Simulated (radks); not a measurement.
# Atomic calculation for Rh⁺

System: the rhodium ion Rh⁺ in the configuration [Kr] 4d8 (open shells shared over both j by 2j + 1).
Method: Dirac Kohn-Sham, PBE, spin-unpolarised, spherical densities, finite nucleus (the in-house radial solver radks).

### Results in brief

```
                       quantity                                                                 value
                        outcome                                                             converged
                   total energy                                                    −4784.6669 hartree
                 kinetic energy                                                     4988.0031 hartree
        electron–nucleus energy                                                   −11571.1776 hartree
                 Hartree energy                                                     1937.1487 hartree
    exchange–correlation energy                                                   −138.641007 hartree
radius at density 0.001 e/bohr³                                                             3.75 bohr
                 SCF iterations                                                                    14
                       hardware  1 thread of Arm Neoverse N1, 45 GiB of memory available, shared host
```

### Input
```
Z 45
configuration [Kr] 4d8 5s0 5p0 4f0 5d0
relativity Dirac
functional pbe,pbe
spin unpolarised
j_filling average
nucleus finite rms 4.4945 fm
c 137.035999084
```

Energies in input and log are in hartree, lengths in bohr (the nuclear radius in fm).

Launched within a batch (the task file carries these settings):
```bash
python <driver script> task.json out
```

### The program's output
```
1s1/2   1   2.0000        -846.45019431
2s1/2   1   2.0000        -122.92327681
2p1/2   1   2.0000        -113.83274919
2p3/2   1   4.0000        -108.51807229
3s1/2   1   2.0000         -22.19649952
3p1/2   1   2.0000         -18.63816225
3p3/2   1   4.0000         -17.72391439
3d3/2   1   4.0000         -11.42442571
3d5/2   1   6.0000         -11.24413734
4s1/2   1   2.0000          -3.31237767
4p1/2   1   2.0000          -2.23402992
4p3/2   1   4.0000          -2.09122263
4d3/2   1   3.2000          -0.50808460
4d5/2   1   4.8000          -0.49332390
5s1/2   1   0.0000          -0.39612059
5p1/2   1   0.0000          -0.23333526
5p3/2   1   0.0000          -0.22499392
4f5/2   1   0.0000          -0.03284148
4f7/2   1   0.0000          -0.03284137
5d3/2   1   0.0000          -0.07491963
5d5/2   1   0.0000          -0.07441255
Etot -4784.666869014814
Ekin 4988.003052789998
Encl -11571.177621411647
Eh 1937.1487061860948
Exc -138.64100657926105
err 4.384900033044006e-09
it 14
```

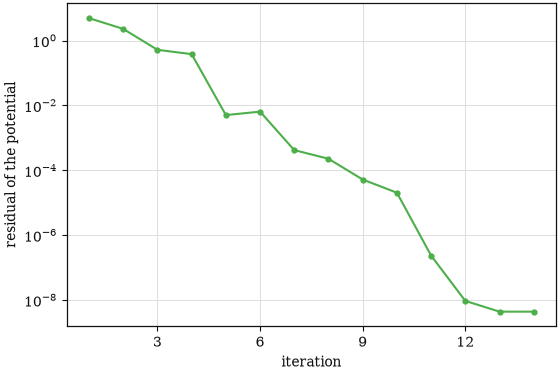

**Figure 1.** Convergence: residual of the potential against the iteration. The residual falls almost steadily, with no more than small rises or pauses. It goes from 4.9 to 4.4×10⁻⁹ in 14 steps.

### Orbitals

| orbital | occupation | energy (eV) | ⟨r⟩ (bohr) | outer maximum (bohr) |
| --- | --- | --- | --- | --- |
| 1s | 2 | −23033.1 | 0.03263 | 0.0212 |
| 2s | 2 | −3344.9 | 0.1416 | 0.120 |
| 2p1/2 | 2 | −3097.5 | 0.1203 | 0.0929 |
| 2p3/2 | 4 | −2952.9 | 0.1252 | 0.0970 |
| 3s | 2 | −603.998 | 0.3904 | 0.352 |
| 3p1/2 | 2 | −507.170 | 0.3831 | 0.338 |
| 3p3/2 | 4 | −482.292 | 0.3938 | 0.348 |
| 3d3/2 | 4 | −310.874 | 0.3684 | 0.290 |
| 3d5/2 | 6 | −305.969 | 0.3718 | 0.293 |
| 4s | 2 | −90.134 | 0.9811 | 0.882 |
| 4p1/2 | 2 | −60.791 | 1.062 | 0.928 |
| 4p3/2 | 4 | −56.905 | 1.093 | 0.953 |
| 4d3/2 | 3.2 | −13.826 | 1.532 | 1.14 |
| 4d5/2 | 4.8 | −13.424 | 1.554 | 1.15 |
| 5s | 0 | −10.779 | 2.975 | 2.52 |
| 5p1/2 | 0 | −6.349 | 3.788 | 3.16 |
| 5p3/2 | 0 | −6.122 | 3.893 | 3.27 |

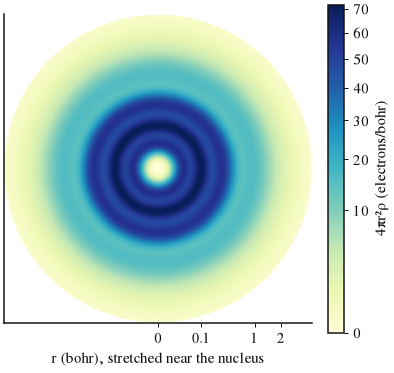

**Figure 2.** The radial density 4πr²ρ as a disc about the nucleus, with the radius drawn as r to the power 0.35. There are 4 maxima, at r = 0.0231, 0.101, 0.308 and 0.929 bohr, parted by minima at 0.0459, 0.200 and 0.714 bohr, inside which lie 2.1, 11.2 and 29.1 electrons.

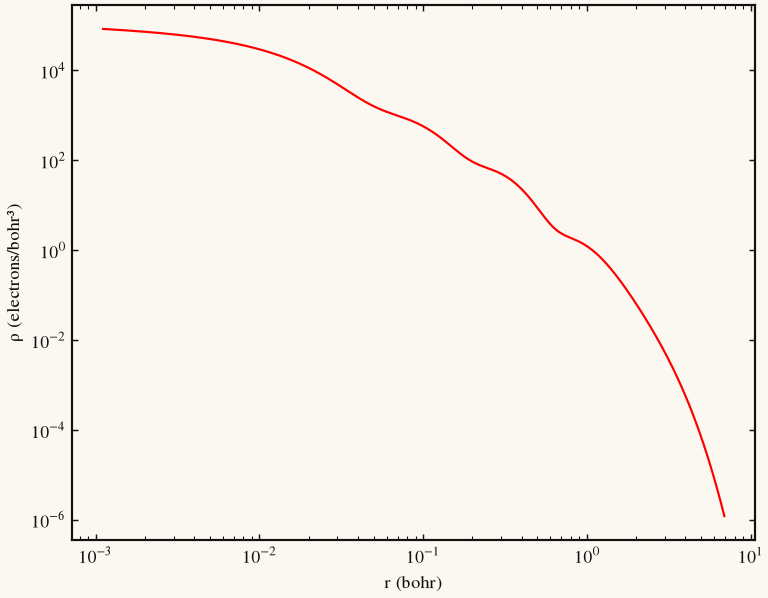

**Figure 3.** The electron density ρ(r) on a logarithmic scale. The density falls from 83000 electrons/bohr³ at the inner end (r = 0.0011 bohr) to 0.001 at r = 3.75 bohr, a common measure of the size of an atom or ion. The highest occupied orbital, 4d5/2 (⟨r⟩ = 1.55 bohr, −13.4 eV), is also the most diffuse and sets the fall-off far out: over the last part drawn ln ρ falls by 2.1 per bohr, against 2√(−2ε) = 2.0 for the pure exponential. The steps in the slope mark the shells; the radial density has its minima at 0.046, 0.20 and 0.71 bohr.
